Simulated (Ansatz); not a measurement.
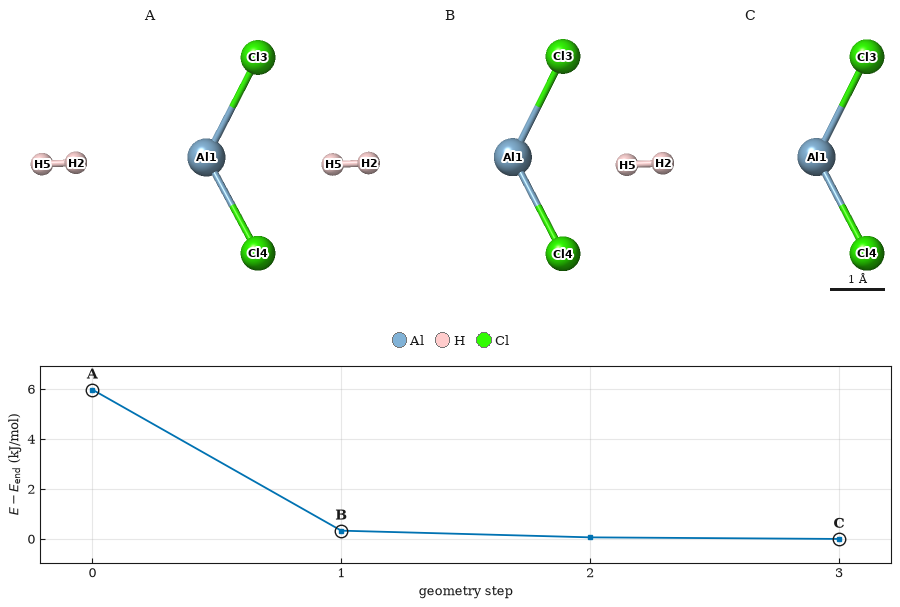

Frames of a relaxation of AlH₂Cl₂ (multiplicity 2), marked on the history of the run. A ball-and-stick model, seen at a tilt.

The run prepares an end point of a later path (reaction) calculation, from a guessed geometry.

The calculation used Ansatz, UKS B3LYP-D4/def2-SVP.

The input:
```yaml
crystal:
  periodic: [false, false, false]
  atoms:
    - { symbol: Al, position_ang: [0.0, 0.0, -0.342601] }
    - { symbol: H, position_ang: [0.0, 0.0, 2.421925] }
    - { symbol: Cl, position_ang: [1.823376, 0.0, -1.435788] }
    - { symbol: Cl, position_ang: [-1.823376, 0.0, -1.435788] }
    - { symbol: H, position_ang: [0.0, 0.0, 3.142252] }
magnetization:
  spin_polarized: true
  initial_magnetization: 1
basis:
  gaussian: { orbitals: def2-SVP }
hamiltonian:
  xc: b3lyp
  dispersion: d4
relax:
  f_tol: 0.03
  max_steps: 50
output:
  orbitals: {}
```

Launched with:
```bash
ansatz run input.yaml --threads 1 --pin off --max-ram 2048MiB --backend cpu --events-out ev --progress --plain --runs-dir out
```

**Describe the path.**

H5 moves most after the best rigid fit: 0.32 Å. Largest moves by element: H 0.32 Å, Al 0.21 Å, Cl 0.19 Å. Near-neighbour distances that change, for instance: H2–H5 0.720 → 0.762 Å, Al1–Cl3 2.126 → 2.120 Å. The energy falls by 5.98 kJ/mol in 3 geometry steps. The largest force component goes from 1.8 to 0.0041 eV/Å. From step 0 to 1: H5 moves most (0.19 Å), energy −5.64 kJ/mol. From step 1 to 3: H atoms move most (0.12 Å), energy −0.33 kJ/mol.

```csv
step,"E − E(0), kJ/mol","largest force component, eV/Å"
0,0.00,1.8093
1,-5.64,0.0729
2,-5.91,0.0518
3,-5.98,0.0041
```

Limits of the set-up: the start holds two separate molecules, 2.8 Å apart at their closest, whose relative position is a soft coordinate.
